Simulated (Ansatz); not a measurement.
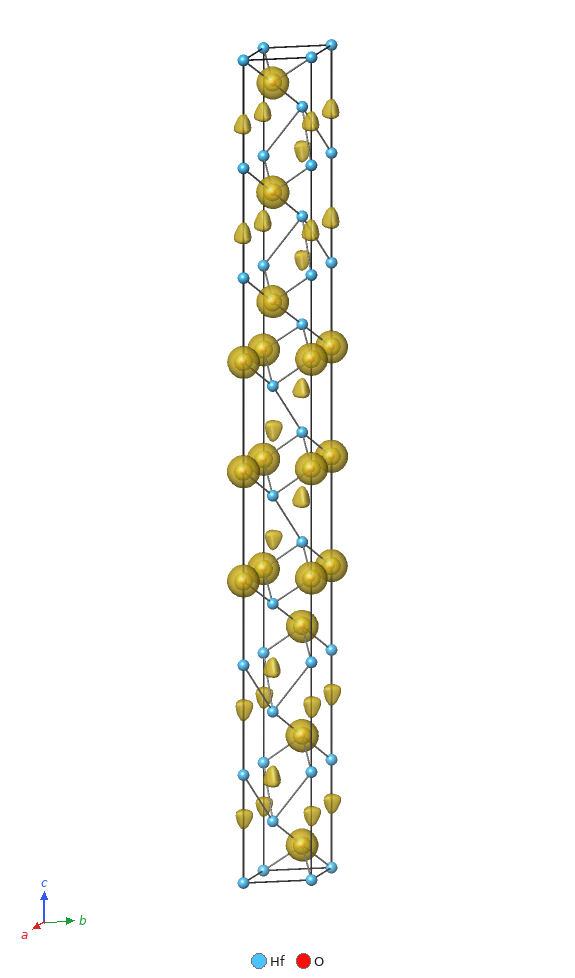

Hf$_{5}$O$_{3}$. Isosurface of the ELF at 0.75 (yellow), seen slightly off an axis. Only the valence region is drawn (cores and ρ < 0.01 e/Å³ removed). Sticks mark near contacts.

Space group R-3m; a generated structure, not necessarily the stable one.

Level of theory: Ansatz, DFT PBE, scalar-relativistic, plane waves, PAW.

In a PAW calculation such maps are meaningful between the atoms, not at the nuclei.

Describe the localisation domains.

The ELF exceeds this value in nine regions wrapped around O (the valence shell of each) and twelve pockets between the atoms, centred on no nucleus (multi-centre or interstitial), counted in one cell of 24 atoms. Any copies at cell faces, edges or corners count once.

Values along the shortest contacts:
Hf–O (2.28 Å): the ELF peaks at about 0.80 in the valence shell of O, 0.6 Å from its nucleus, and drops to about 0.10 between the two atoms; no localised pair shows between them. Hf–Hf (3.07 Å): the ELF is about 0.25 at the midpoint; no shared electron pair shows on this line.
